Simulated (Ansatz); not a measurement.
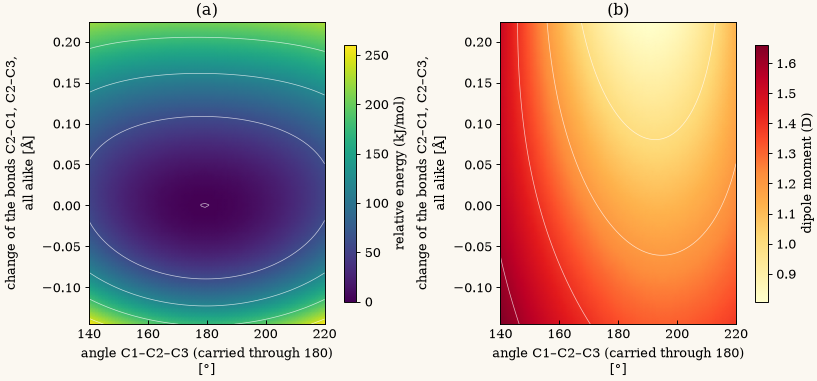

C₃H₃ClSe, SMILES C=C=C(Cl)[SeH]. 
- The first coordinate is: angle C1–C2–C3 (carried through 180); the second: change of the bonds C2–C1, C2–C3, all alike.
- Nothing is relaxed (all other coordinates rigid).
- Grid: 11 × 11 points.
- Points are written as (first, second).
- All energies are given in kJ/mol relative to the lowest grid point.
- Method: RKS PBE-D4/def2-SVP in Ansatz 0.2.0.

Panel (a) is the energy and panel (b) the computed dipole moment on the same grid.

Drawn: a smooth colour map with a few white contour lines. Between grid points the surface is interpolated.

**How does the dipole moment vary over the map, and what is it at the lowest grid point?**

Leaving out the highest fifth of the energies, it runs from 0.86 D at (188°, 0.187 Å) to 1.63 D at (140°, −0.108 Å). At the lowest grid point, (180°, 0.003 Å), it is 1.15 D.

| second ↓, first → | 140 | 148 | 156 | 164 | 172 | 180 | 188 | 196 | 204 | 212 | 220 |
| --- | --- | --- | --- | --- | --- | --- | --- | --- | --- | --- | --- |
| 0.224 | 1.52 | 1.36 | 1.20 | 1.05 | 0.94 | 0.85 | 0.81 | 0.82 | 0.88 | 0.98 | 1.12 |
| 0.187 | 1.52 | 1.36 | 1.22 | 1.08 | 0.98 | 0.90 | 0.86 | 0.86 | 0.91 | 1.01 | 1.13 |
| 0.150 | 1.52 | 1.37 | 1.24 | 1.12 | 1.02 | 0.94 | 0.91 | 0.91 | 0.95 | 1.03 | 1.14 |
| 0.113 | 1.52 | 1.39 | 1.27 | 1.15 | 1.06 | 0.99 | 0.96 | 0.96 | 1.00 | 1.06 | 1.16 |
| 0.076 | 1.53 | 1.41 | 1.30 | 1.19 | 1.11 | 1.05 | 1.01 | 1.01 | 1.04 | 1.10 | 1.18 |
| 0.040 | 1.54 | 1.43 | 1.33 | 1.23 | 1.15 | 1.10 | 1.06 | 1.06 | 1.08 | 1.13 | 1.21 |
| 0.003 | 1.56 | 1.46 | 1.36 | 1.28 | 1.20 | 1.15 | 1.12 | 1.11 | 1.13 | 1.17 | 1.24 |
| −0.034 | 1.58 | 1.49 | 1.40 | 1.32 | 1.25 | 1.20 | 1.17 | 1.16 | 1.18 | 1.22 | 1.27 |
| −0.071 | 1.61 | 1.52 | 1.44 | 1.36 | 1.30 | 1.25 | 1.22 | 1.21 | 1.23 | 1.26 | 1.31 |
| −0.108 | 1.63 | 1.55 | 1.48 | 1.41 | 1.35 | 1.30 | 1.27 | 1.26 | 1.27 | 1.30 | 1.34 |
| −0.145 | 1.66 | 1.58 | 1.51 | 1.45 | 1.39 | 1.35 | 1.32 | 1.31 | 1.32 | 1.35 | 1.38 |
